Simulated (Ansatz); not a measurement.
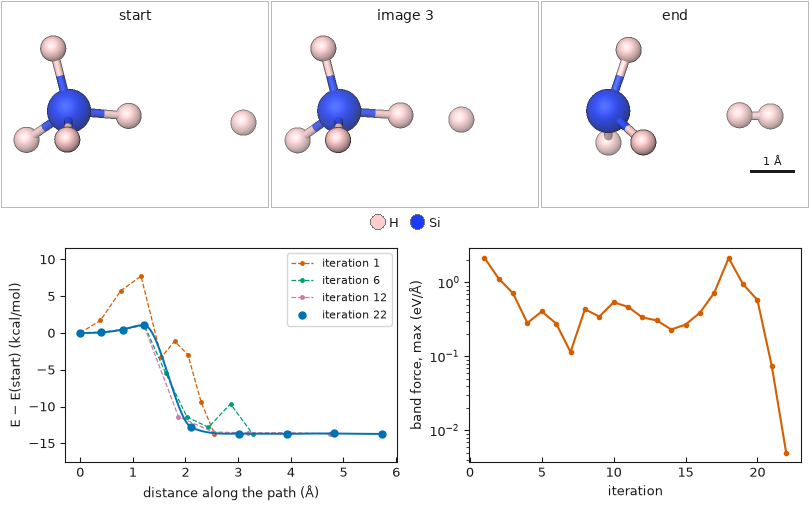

NEB run on SiH$_{5}$ (multiplicity 2), made up of SiH4 and H. Images are numbered from 0 (start) to 8 (end). The plot follows the band through its iterations. The picture is a ball-and-stick view, seen at a tilt.

Computed with UKS PBE-D4/def2-TZVP in Ansatz.

Input
```yaml
crystal:
  periodic: [false, false, false]
  atoms:
    - { symbol: H, position_ang: [-0.647939, -0.384435, -0.15404] }
    - { symbol: Si, position_ang: [0.619333, 0.354056, 0.129064] }
    - { symbol: H, position_ang: [-3.105603, -1.775405, -0.647153] }
    - { symbol: H, position_ang: [0.599364, 0.864823, 1.532092] }
    - { symbol: H, position_ang: [0.750669, 1.504478, -0.813815] }
    - { symbol: H, position_ang: [1.784276, -0.563516, -0.046148] }
magnetization:
  spin_polarized: true
  initial_magnetization: 1
basis:
  gaussian: { orbitals: def2-TZVP }
hamiltonian:
  xc: pbe
  dispersion: d4
neb:
  order_check: false
  images: 7
  f_tol: 0.05
  max_iterations: 60
  final_atoms:
    - { symbol: H, position_ang: [-1.5206951, -0.87982568, -0.32369902] }
    - { symbol: Si, position_ang: [1.21117253, 0.69808971, 0.25951696] }
    - { symbol: H, position_ang: [-2.16365947, -1.24516415, -0.46318769] }
    - { symbol: H, position_ang: [0.3814245, 0.7465911, 1.50233905] }
    - { symbol: H, position_ang: [0.52632014, 1.38974487, -0.87539439] }
    - { symbol: H, position_ang: [1.5655374, -0.70943485, -0.0995749] }
  initial_path:
    images:
      - { positions_ang: [[-0.647939, -0.384435, -0.15404], [0.619333, 0.354056, 0.129064], [-3.105603, -1.775405, -0.647153], [0.599364, 0.864823, 1.532092], [0.750669, 1.504478, -0.813815], [1.784276, -0.563516, -0.046148]] }
      - { positions_ang: [[-0.75702253, -0.44525528, -0.17452348], [0.59286007, 0.3389559, 0.12363035], [-2.809497, -1.60708049, -0.58673586], [0.5462499, 0.83409653, 1.52010497], [0.69727623, 1.47331962, -0.82485356], [1.73023333, -0.59403529, -0.05762241]] }
      - { positions_ang: [[-0.86610606, -0.50607555, -0.19500696], [0.56638713, 0.32385581, 0.11819669], [-2.51339101, -1.43875598, -0.52631873], [0.49313581, 0.80337006, 1.50811793], [0.64388347, 1.44216124, -0.83589211], [1.67619066, -0.62455458, -0.06909682]] }
      - { positions_ang: [[-0.97518959, -0.56689583, -0.21549044], [0.5399142, 0.30875571, 0.11276304], [-2.21728501, -1.27043147, -0.46590159], [0.44002171, 0.7726436, 1.4961309], [0.5904907, 1.41100287, -0.84693067], [1.622148, -0.65507387, -0.08057123]] }
      - { positions_ang: [[-1.08427312, -0.6277161, -0.23597393], [0.51344126, 0.29365561, 0.10732939], [-1.92117901, -1.10210696, -0.40548446], [0.38690761, 0.74191713, 1.48414386], [0.53709794, 1.37984449, -0.85796923], [1.56810533, -0.68559316, -0.09204564]] }
      - { positions_ang: [[-1.19337862, -0.69074349, -0.2579052], [0.68787408, 0.39476414, 0.14537628], [-1.98179913, -1.13787126, -0.41991027], [0.38553683, 0.74308562, 1.48869266], [0.53440349, 1.38231958, -0.86232552], [1.56746334, -0.69155358, -0.09392796]] }
      - { positions_ang: [[-1.30248411, -0.75377089, -0.27983648], [0.86230689, 0.49587266, 0.18342317], [-2.04241924, -1.17363556, -0.43433608], [0.38416606, 0.74425411, 1.49324146], [0.53170904, 1.38479468, -0.86668181], [1.56682136, -0.69751401, -0.09581027]] }
      - { positions_ang: [[-1.41158961, -0.81679828, -0.30176775], [1.03673971, 0.59698119, 0.22147007], [-2.10303935, -1.20939986, -0.44876188], [0.38279528, 0.74542261, 1.49779025], [0.52901459, 1.38726977, -0.8710381], [1.56617938, -0.70347443, -0.09769259]] }
      - { positions_ang: [[-1.5206951, -0.87982568, -0.32369902], [1.21117253, 0.69808971, 0.25951696], [-2.16365947, -1.24516415, -0.46318769], [0.3814245, 0.7465911, 1.50233905], [0.52632014, 1.38974487, -0.87539439], [1.5655374, -0.70943485, -0.0995749]] }
```

Command:
```bash
ansatz run input.yaml --threads 2 --pin off --max-ram 3072MiB --backend cpu --events-out ev --progress --plain --runs-dir out
```

Question: How did the profile develop, and is the result final?

Answer: The result is final at these settings. The band converged in 22 iterations. The largest component of the band force went from 2.2 to 0.005 eV/Å. The climbing image converged on the top of the path. Its vibrational analysis gives one imaginary mode (460i cm⁻¹), as a transition state must have. The first iteration put the highest image at 7.7 kcal/mol. The highest point, image 3, lies 1.1 kcal/mol above the start and 14.8 kcal/mol above the end; the end is at −13.7 kcal/mol relative to the start.

Limits of the set-up: the start holds two separate molecules, 2.9 Å apart at their closest, whose relative position is a soft coordinate.

The run took 110 s on 2 threads of Arm Neoverse V1, on a shared host, peak memory 0.12 GiB.
